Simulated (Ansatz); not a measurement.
Geometry relaxation, with input and output: C$_{2}$H$_{5}$ClGe

- system: C$_{2}$H$_{5}$ClGe
- method: RKS PBE-D4/def2-SVP (Ansatz 0.2.0)

The geometry: force-field start. Figures and captions count atoms from 1; the log counts them from 0 in places.

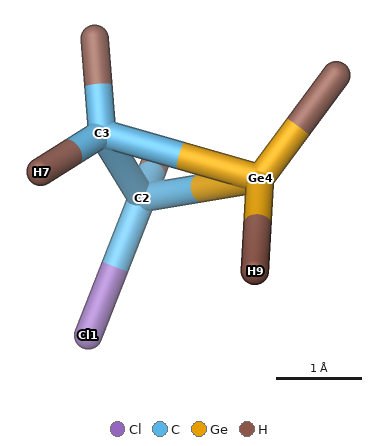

The starting structure (stick view, seen at a tilt; atoms are numbered from 1 in the order of the input). Sticks mark near contacts. Bond lengths as drawn: C–C 1.43 Å, C–Cl 1.75 Å, C–Ge 1.98 to 2.01 Å, C–H 1.12 to 1.14 Å and Ge–H 1.52 to 1.59 Å.

### Summary

| quantity | value |
| --- | --- |
| outcome | converged |
| total energy | −71165.7864 eV |
| mean-field energy | −71165.5860 eV |
| dispersion energy | −0.2004 eV |
| SCF solution under orbital rotations | stable |
| largest force (length of the vector) at the end | 0.034 eV/Å |
| dipole moment | 1.67 D |
| hardware | 4 threads of Arm Neoverse V2, 23 GiB of memory available, shared host |
| wall time | 8.5 s (CPU time 31 s) |
| peak memory | 0.15 GiB |

### The input
```yaml
crystal:
  periodic: [false, false, false]
  atoms:
    - {symbol: Cl, position_ang: [-2.293700, 0.055000, 0.376500]}
    - {symbol: C, position_ang: [-0.788800, 0.413800, -0.442700]}
    - {symbol: C, position_ang: [0.286200, 0.709500, 0.459700]}
    - {symbol: Ge, position_ang: [0.527800, -1.101400, -0.290700]}
    - {symbol: H, position_ang: [-0.760700, 0.939300, -1.434800]}
    - {symbol: H, position_ang: [1.072400, 1.431500, 0.068000]}
    - {symbol: H, position_ang: [0.085900, 0.725100, 1.557100]}
    - {symbol: H, position_ang: [1.733100, -1.118800, -1.222200]}
    - {symbol: H, position_ang: [0.226200, -2.100200, 0.912000]}
basis:
  gaussian: {orbitals: def2-SVP}
hamiltonian: {xc: pbe, dispersion: d4}
relax: {f_tol: 0.03, max_steps: 200}
```

Run as:
```bash
ansatz run in.yaml --threads 4 --pin off --events-out ev --progress --plain --max-ram 10444MiB
```

### What the program printed
```
Functional definition: PBE
  name "PBE"
  cite "Perdew, Burke & Ernzerhof, Phys. Rev. Lett. 77, 3865 (1996) doi:10.1103/PhysRevLett.77.3865"
  parent pbe
  parameter kappa = 0.804
  parameter beta = 0.06672455060314922
  exchange = pbe_x(kappa = kappa, mu = beta*pi^2/3)
  correlation = pbe_c(beta = beta)
1152 factors; their error is unknown
mean field evaluation 1: about -71153.5926 eV, gradient 6.9e1 eV
mean field evaluation 2: about -71072.8955 eV, gradient 1.7e2 eV
mean field evaluation 4: about -71164.3095 eV, gradient 1.7e1 eV
mean field evaluation 8: about -71165.2492 eV, gradient 2.9e-1 eV
mean field evaluation 16: about -71165.1796 eV, gradient 1.4e-3 eV
mean field -71165.17958497 eV, -2615.2721122563 hartree, gradient 2.3e-5 eV, S^2 0.000000; 0 other end points of the search recorded, 0 dependent functions left out
the calculation of the forces begins
reference -71165.17961793 eV, -2615.2721134675 hartree; 33, 33 occupied and 70, 70 virtual orbitals, 1152 factors
relax step   1: F+E_penalty+E_count = -71165.38484281 eV  Δ(F+E_penalty+E_count) = +0.000e0 eV  max|allowed force component| = 2.739e0 eV/Å  Δτ_max = 0.0000 Å  (29 SCF iters, accepted)
these checks for a lower state are left out or cut short: starts, cluster_reference, orbital_swaps, neighbouring_geometries, increment
1152 factors; their error is unknown
mean field -71165.49120780 eV, -2615.2835641842 hartree, gradient 2.1e-5 eV, S^2 0.000000; 0 other end points of the search recorded, 0 dependent functions left out
the calculation of the forces begins
reference -71165.49124101 eV, -2615.2835654047 hartree; 33, 33 occupied and 70, 70 virtual orbitals, 1152 factors
relax step   2: F+E_penalty+E_count = -71165.69280541 eV  Δ(F+E_penalty+E_count) = -3.080e-1 eV  max|allowed force component| = 1.105e0 eV/Å  Δτ_max = 0.1701 Å  (29 SCF iters, accepted)
these checks for a lower state are left out or cut short: starts, cluster_reference, orbital_swaps, neighbouring_geometries, increment
1152 factors; their error is unknown
mean field evaluation 32: about -71165.5584 eV, gradient 1.5e-3 eV
mean field -71165.55841589 eV, -2615.2860340358 hartree, gradient 1.2e-5 eV, S^2 0.000000; 0 other end points of the search recorded, 0 dependent functions left out
the calculation of the forces begins
reference -71165.55844937 eV, -2615.2860352663 hartree; 33, 33 occupied and 70, 70 virtual orbitals, 1152 factors
relax step   3: F+E_penalty+E_count = -71165.75877617 eV  Δ(F+E_penalty+E_count) = -6.597e-2 eV  max|allowed force component| = 4.991e-1 eV/Å  Δτ_max = 0.1186 Å  (30 SCF iters, accepted)
these checks for a lower state are left out or cut short: starts, cluster_reference, orbital_swaps, neighbouring_geometries, increment
1152 factors; their error is unknown
mean field -71165.57257489 eV, -2615.2865543695 hartree, gradient 7.5e-6 eV, S^2 0.000000; 0 other end points of the search recorded, 0 dependent functions left out
the calculation of the forces begins
reference -71165.57260843 eV, -2615.2865556022 hartree; 33, 33 occupied and 70, 70 virtual orbitals, 1152 factors
relax step   4: F+E_penalty+E_count = -71165.77366556 eV  Δ(F+E_penalty+E_count) = -1.489e-2 eV  max|allowed force component| = 3.029e-1 eV/Å  Δτ_max = 0.1103 Å  (28 SCF iters, accepted)
these checks for a lower state are left out or cut short: starts, cluster_reference, orbital_swaps, neighbouring_geometries, increment
1152 factors; their error is unknown
mean field -71165.58364227 eV, -2615.2869610885 hartree, gradient 2.5e-5 eV, S^2 0.000000; 0 other end points of the search recorded, 0 dependent functions left out
the calculation of the forces begins
reference -71165.58367582 eV, -2615.2869623214 hartree; 33, 33 occupied and 70, 70 virtual orbitals, 1152 factors
relax step   5: F+E_penalty+E_count = -71165.78406849 eV  Δ(F+E_penalty+E_count) = -1.040e-2 eV  max|allowed force component| = 9.172e-2 eV/Å  Δτ_max = 0.0720 Å  (28 SCF iters, accepted)
these checks for a lower state are left out or cut short: starts, cluster_reference, orbital_swaps, neighbouring_geometries, increment
1152 factors; their error is unknown
mean field -71165.58484420 eV, -2615.2870052585 hartree, gradient 2.4e-5 eV, S^2 0.000000; 0 other end points of the search recorded, 0 dependent functions left out
the calculation of the forces begins
reference -71165.58487775 eV, -2615.2870064915 hartree; 33, 33 occupied and 70, 70 virtual orbitals, 1152 factors
relax step   6: F+E_penalty+E_count = -71165.78535144 eV  Δ(F+E_penalty+E_count) = -1.283e-3 eV  max|allowed force component| = 3.080e-2 eV/Å  Δτ_max = 0.0127 Å  (31 SCF iters, accepted)
these checks for a lower state are left out or cut short: starts, cluster_reference, orbital_swaps, neighbouring_geometries, increment
1152 factors; their error is unknown
mean field -71165.58534768 eV, -2615.2870237611 hartree, gradient 2.4e-5 eV, S^2 0.000000; 0 other end points of the search recorded, 0 dependent functions left out
the calculation of the forces begins
reference -71165.58538118 eV, -2615.2870249920 hartree; 33, 33 occupied and 70, 70 virtual orbitals, 1152 factors
relax step   7: F+E_penalty+E_count = -71165.78588643 eV  Δ(F+E_penalty+E_count) = -5.350e-4 eV  max|allowed force component| = 4.656e-2 eV/Å  Δτ_max = 0.0233 Å  (30 SCF iters, accepted)
these checks for a lower state are left out or cut short: starts, cluster_reference, orbital_swaps, neighbouring_geometries, increment
1152 factors; their error is unknown
mean field evaluation 64: about -71165.6570 eV, gradient 1.9e-3 eV
mean field -71165.58594879 eV, -2615.2870458512 hartree, gradient 2.4e-5 eV, S^2 0.000000; 0 other end points of the search recorded, 0 dependent functions left out
the calculation of the forces begins
reference -71165.58598228 eV, -2615.2870470821 hartree; 33, 33 occupied and 70, 70 virtual orbitals, 1152 factors
relax step   8: F+E_penalty+E_count = -71165.78634321 eV  Δ(F+E_penalty+E_count) = -4.568e-4 eV  max|allowed force component| = 2.735e-2 eV/Å  Δτ_max = 0.0130 Å  (30 SCF iters, accepted)
```

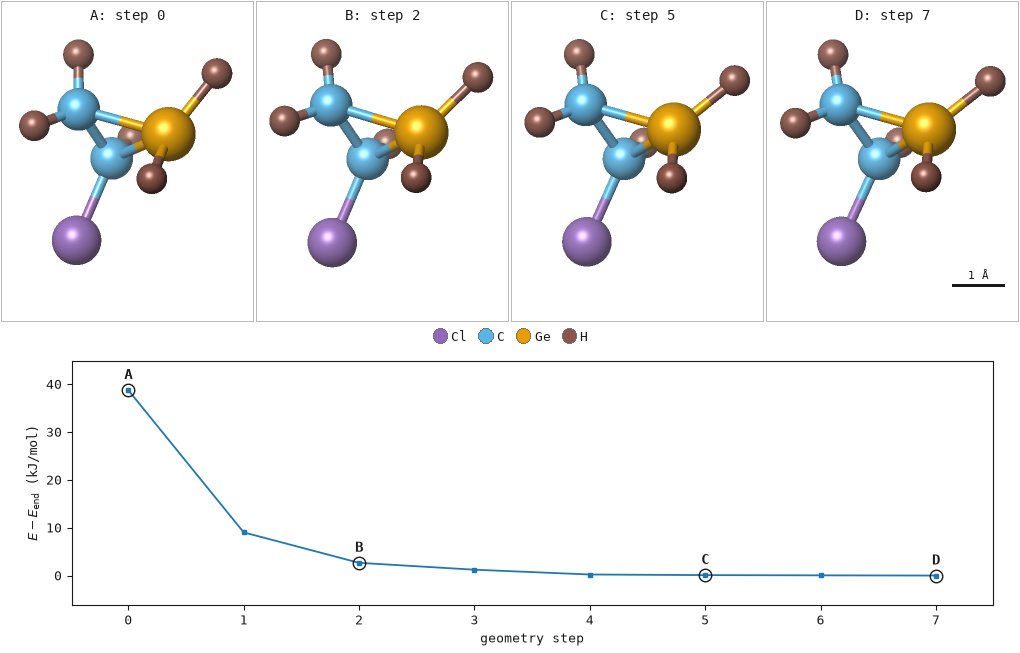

Frames of the relaxation (ball-and-stick view, seen at a tilt) above the curves, on which the letters mark them (the first geometry is step 0 here and step 1 in the log).

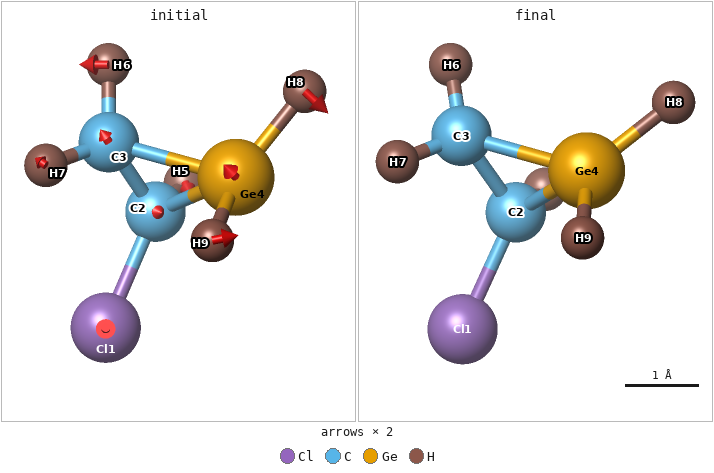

Before (left) and after (right) the relaxation, at one scale (ball-and-stick view, seen at a tilt). The red arrows give the displacements, magnified 2 times. Over 7 geometry steps the energy falls by 38.7 kJ/mol. The largest force component goes from 2.7 to 0.027 eV/Å. The atom that moves furthest after the best rigid fit is H8 (0.22 Å). By element the largest moves are H 0.22 Å, Cl 0.18 Å, Ge 0.15 Å, C 0.11 Å. Among the contacts that change: C2–C3 1.434 → 1.525 Å, Ge4–H9 1.592 → 1.533 Å, C2–Ge4 2.013 → 1.972 Å, C3–H6 1.137 → 1.103 Å. Among the angles that change: Cl1–C2–H5 122.1° → 110.5°, C3–Ge4–H9 105.4° → 116.3°, Cl1–C2–Ge4 111.9° → 121.9°. (Atoms are counted from 1 in the order of the input.)

```
1152 factors; their error is unknown
mean field -71165.58594879 eV, -2615.2870458512 hartree, gradient 2.7e-5 eV, S^2 0.000000; 1 other end points of the search recorded, 0 dependent functions left out
the calculation of the forces begins
reference -71165.58598228 eV, -2615.2870470821 hartree; 33, 33 occupied and 70, 70 virtual orbitals, 1152 factors
Total energy: -71165.78637670 eV, -2615.2944114412 hartree
Atom 0 at    -2.388494     0.162577     0.263115 Å, force    -0.019238    -0.002352    -0.004002 eV/Å
Atom 1 at    -0.754633     0.329639    -0.424285 Å, force     0.018760     0.013077     0.024892 eV/Å
Atom 2 at     0.366141     0.767392     0.513121 Å, force    -0.017047    -0.008387    -0.027355 eV/Å
Atom 3 at     0.624454    -1.058803    -0.183641 Å, force     0.008139    -0.001031     0.002083 eV/Å
Atom 4 at    -0.798396     0.832045    -1.405569 Å, force    -0.001180     0.002180    -0.000321 eV/Å
Atom 5 at     1.007029     1.600749     0.178137 Å, force     0.005810     0.002497     0.007241 eV/Å
Atom 6 at     0.101092     0.820943     1.582496 Å, force     0.004542    -0.000188    -0.006497 eV/Å
Atom 7 at     1.631738    -1.295118    -1.320482 Å, force    -0.001401     0.000448    -0.000305 eV/Å
Atom 8 at     0.299467    -2.205624     0.780008 Å, force     0.001617    -0.006244     0.004264 eV/Å
Dipole moment:     0.336314     0.005807    -0.090951 e Å
```

### Trajectory as extended XYZ (Å, eV, eV/Å), 8 frames, from step=1 to step=8
```
9
Properties=species:S:1:pos:R:3:forces:R:3 step=1 energy=-71165.38484
Cl   -2.2937    0.0550    0.3765   -0.9097   0.2126  -0.2649
C    -0.7888    0.4138   -0.4427   -0.4188  -0.8530  -1.3903
C     0.2862    0.7095    0.4597    2.7389   1.4396   1.3328
Ge    0.5278   -1.1014   -0.2907   -0.4868  -0.5985   0.5837
H    -0.7607    0.9393   -1.4348   -0.7080  -0.2737   0.5306
H     1.0724    1.4315    0.0680   -0.7667  -0.3960   0.6419
H     0.0859    0.7251    1.5571    0.1139   0.2563  -0.5120
H     1.7331   -1.1188   -1.2222    0.2181  -0.1745  -0.0718
H     0.2262   -2.1002    0.9120    0.2190   0.3874  -0.8501
9
Properties=species:S:1:pos:R:3:forces:R:3 step=2 energy=-71165.69280
Cl   -2.3670    0.1604    0.3527   -0.1922  -0.0240  -0.1669
C    -0.7869    0.3649   -0.4175   -0.1966  -0.2989  -0.7024
C     0.3293    0.7306    0.4790    1.1050   0.3981   0.4958
Ge    0.5550   -1.1135   -0.2733   -0.1557   0.3069   0.3687
H    -0.8259    0.8740   -1.4039   -0.2544  -0.0823   0.2245
H     1.0302    1.5121    0.0990   -0.2562  -0.2363   0.1838
H     0.1159    0.8223    1.5608   -0.0059  -0.0220  -0.1606
H     1.7838   -1.1975   -1.1906   -0.0909  -0.0888  -0.1214
H     0.2541   -2.1996    0.7768    0.0470   0.0473  -0.1215
9
Properties=species:S:1:pos:R:3:forces:R:3 step=3 energy=-71165.75878
Cl   -2.3945    0.1261    0.2718    0.0186   0.0638   0.0542
C    -0.7690    0.3595   -0.4169   -0.0423  -0.2751  -0.1642
C     0.3610    0.7558    0.5083    0.1477  -0.1546  -0.0158
Ge    0.5725   -1.0940   -0.2299    0.1462   0.4991   0.0526
H    -0.8432    0.8696   -1.3922    0.0469   0.0246   0.0038
H     1.0371    1.5491    0.1456   -0.0238   0.0129  -0.0389
H     0.1264    0.8595    1.5796   -0.0613  -0.0834   0.0295
H     1.7146   -1.2648   -1.2595   -0.1768  -0.0074   0.0523
H     0.2835   -2.2070    0.7762   -0.0552  -0.0799   0.0266
9
Properties=species:S:1:pos:R:3:forces:R:3 step=4 energy=-71165.77367
Cl   -2.3589    0.0992    0.2749   -0.1314   0.0253   0.0281
C    -0.7415    0.3349   -0.4194    0.0733  -0.2208   0.0144
C     0.3647    0.7793    0.5242    0.1276  -0.0002  -0.1399
Ge    0.6532   -1.0543   -0.1660   -0.1978   0.3029   0.0062
H    -0.8040    0.8269   -1.4040    0.0100   0.0846   0.0255
H     1.0053    1.6015    0.1608    0.0580  -0.0214   0.0257
H     0.1167    0.8708    1.5946   -0.0650  -0.0512  -0.0175
H     1.6348   -1.2979   -1.3148    0.0916  -0.0065  -0.0447
H     0.2181   -2.2065    0.7326    0.0336  -0.1128   0.1023
9
Properties=species:S:1:pos:R:3:forces:R:3 step=5 energy=-71165.78407
Cl   -2.3856    0.1467    0.2718   -0.0018  -0.0179  -0.0037
C    -0.7570    0.3317   -0.4276   -0.0202  -0.0151   0.0592
C     0.3609    0.7632    0.5134    0.0917   0.0093  -0.0511
Ge    0.6245   -1.0626   -0.1851   -0.0274   0.0425  -0.0003
H    -0.8198    0.8532   -1.3974    0.0373  -0.0203  -0.0247
H     1.0188    1.5757    0.1602   -0.0084   0.0235   0.0048
H     0.1048    0.8482    1.5822   -0.0320  -0.0329   0.0059
H     1.6612   -1.2869   -1.3015   -0.0418   0.0054   0.0280
H     0.2807   -2.2153    0.7670    0.0026   0.0057  -0.0181
9
Properties=species:S:1:pos:R:3:forces:R:3 step=6 energy=-71165.78535
Cl   -2.3849    0.1414    0.2696    0.0134   0.0103  -0.0016
C    -0.7545    0.3321   -0.4248   -0.0308  -0.0114   0.0147
C     0.3655    0.7670    0.5138    0.0228   0.0280  -0.0160
Ge    0.6242   -1.0584   -0.1804    0.0073  -0.0248  -0.0107
H    -0.8122    0.8445   -1.4001    0.0165  -0.0071  -0.0032
H     1.0182    1.5850    0.1630   -0.0080   0.0052   0.0117
H     0.1051    0.8459    1.5822   -0.0138  -0.0174   0.0022
H     1.6488   -1.2871   -1.3043   -0.0137   0.0014   0.0056
H     0.2782   -2.2167    0.7638    0.0063   0.0158  -0.0027
9
Properties=species:S:1:pos:R:3:forces:R:3 step=7 energy=-71165.78589
Cl   -2.3839    0.1505    0.2647   -0.0395   0.0050  -0.0020
C    -0.7536    0.3317   -0.4265    0.0053  -0.0154   0.0465
C     0.3642    0.7665    0.5147    0.0318   0.0171  -0.0466
Ge    0.6247   -1.0586   -0.1833    0.0001   0.0022   0.0017
H    -0.8027    0.8406   -1.4040    0.0057  -0.0021  -0.0055
H     1.0119    1.5922    0.1737    0.0003   0.0112   0.0123
H     0.1002    0.8309    1.5836   -0.0050  -0.0131  -0.0079
H     1.6345   -1.2944   -1.3180    0.0044   0.0037   0.0068
H     0.2931   -2.2056    0.7779   -0.0032  -0.0087  -0.0053
9
Properties=species:S:1:pos:R:3:forces:R:3 step=8 energy=-71165.78634
Cl   -2.3885    0.1626    0.2631   -0.0192  -0.0024  -0.0040
C    -0.7546    0.3296   -0.4243    0.0188   0.0131   0.0249
C     0.3661    0.7674    0.5131   -0.0170  -0.0084  -0.0274
Ge    0.6245   -1.0588   -0.1836    0.0081  -0.0010   0.0021
H    -0.7984    0.8320   -1.4056   -0.0012   0.0022  -0.0003
H     1.0070    1.6007    0.1781    0.0058   0.0025   0.0072
H     0.1011    0.8209    1.5825    0.0045  -0.0002  -0.0065
H     1.6317   -1.2951   -1.3205   -0.0014   0.0004  -0.0003
H     0.2995   -2.2056    0.7800    0.0016  -0.0062   0.0043
```
